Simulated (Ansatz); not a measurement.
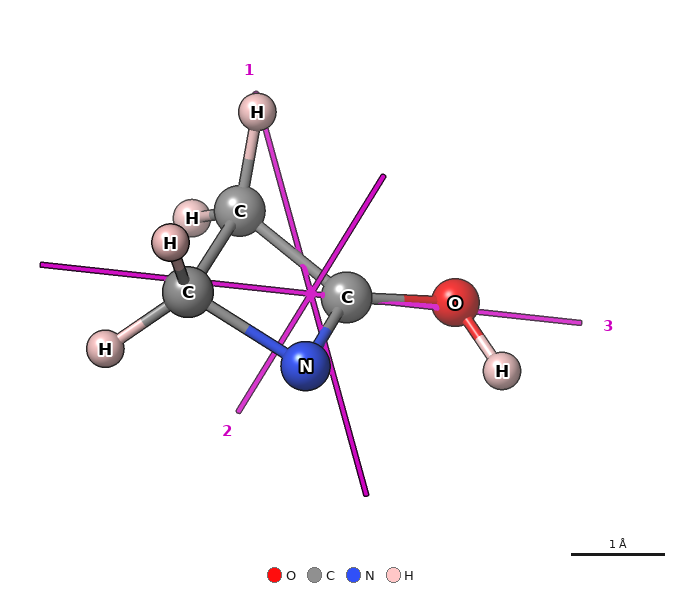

The three principal axes of inertia are drawn and numbered. Atoms fade into the background with distance from the viewer. The computed structure is the end point of a PBE-D4/def2-SVP optimisation. No frequency run is at hand to confirm it as a minimum. Masses are those of the most abundant isotopes; constants are for the rigid equilibrium geometry.

Which line is the a axis (least moment of inertia), which b and which c?

Answer. a is line 3, b is line 1, c is line 2; the moments are 40.7, 103, 138 u Å².

What kind of rotor is it, and what are its rotational constants in cm⁻¹?

Answer. An asymmetric top (Cs): A = 0.414, B = 0.163, C = 0.123 cm⁻¹. Ray's parameter κ is −0.72, nearer the prolate limit.
